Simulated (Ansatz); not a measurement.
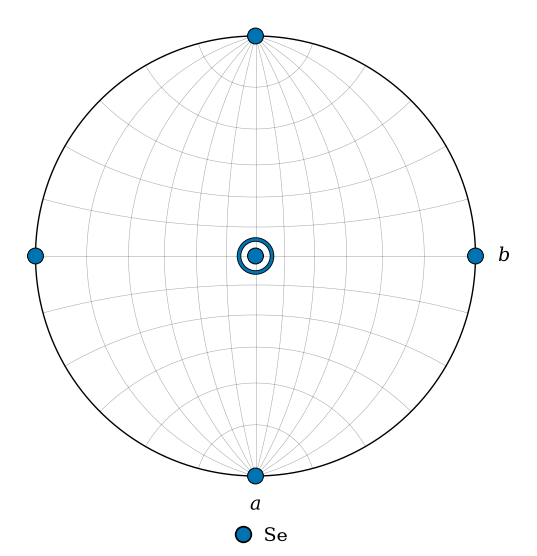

Crystal: Si3SnSe4, coordinates from a relaxation with DFT PBE, scalar-relativistic, plane waves, PAW (Ansatz); the starting structure was generated, so it need not be a known form of this composition. Directions from one tin atom at (1/2, 1/2, 1/2) to its bonded neighbours, in stereographic projection down c (filled: above the plane of the page or in it, open: below). The drawing is computed from the coordinates (standard cell, symmetry found to 0.002 Å).

Neighbours are counted up to 3.16 Å for Se; other elements are left out.

```
Si Sn Se
1.0
     5.64746    0.00000    0.00000
     0.00000    5.64746    0.00000
     0.00000    0.00000    5.64746
Si Sn Se
3 1 4
Direct
  0.50000 0.00000 0.00000
  0.00000 0.50000 0.00000
  0.00000 0.00000 0.50000
  0.50000 0.50000 0.50000
  0.00000 0.50000 0.50000
  0.50000 0.00000 0.50000
  0.50000 0.50000 0.00000
  0.00000 0.00000 0.00000
```

How many neighbours are there, and at what angles?

Answer. 6: 6 Se at 2.82 Å. Angles between bonds: 90° (12×), 180° (3×).

What is the site's symmetry in the crystal?

Answer. Point group m-3m (Oh), order 48: three fourfold axes, four threefold axes, six twofold axes, nine mirror planes, an inversion centre. In Pm-3m (No. 221) this is Wyckoff position 1b.
